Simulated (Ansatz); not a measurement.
```xyz
6

Ag   -0.1910   -0.4919   -2.0177
C     0.0370    0.0953    0.3848
H     0.8689   -0.4139   -0.1466
H    -0.9076    0.3158   -0.1563
H     0.4283    1.0523    0.7240
H    -0.2357   -0.5577    1.2118
```

Geometry: PBE0-D4/def2-TZVP; core potentials replace the inner electrons of Ag.

Level of theory: RKS PBE0-D4/def2-TZVPPD (Ansatz 0.2.0).

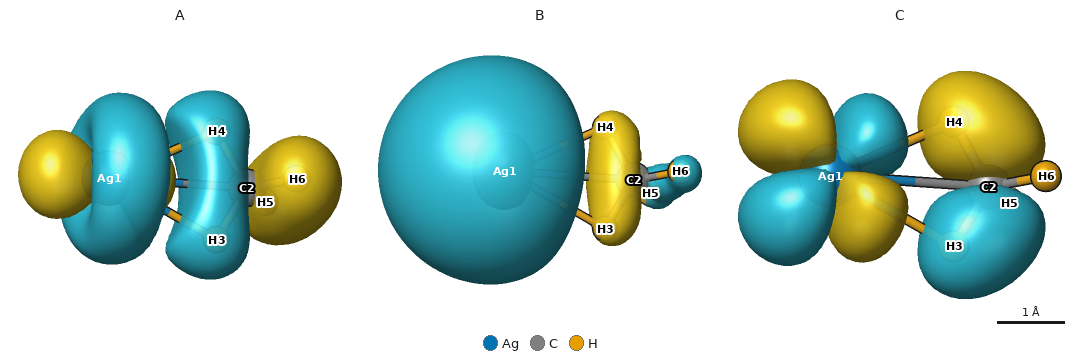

CH4Ag (charge +1). Three frontier orbitals at ±0.08 Å⁻³ᐟ² (yellow and cyan are the two phases), in no order.

**Order the three orbitals by energy and name them.**

C is the HOMO−1 (−15.98 eV). It lies mainly on Ag1 (about 75 %) and C2 (about 15 %). A is the HOMO (−15.62 eV). By Hirshfeld shares it lies mainly on Ag1 (about 70 %) and C2 (about 15 %). B is the LUMO (−8.68 eV). Its weight (Hirshfeld) is mainly on Ag1 (about 90 %).

**What is the HOMO–LUMO gap?**

6.94 eV between the orbital energies.
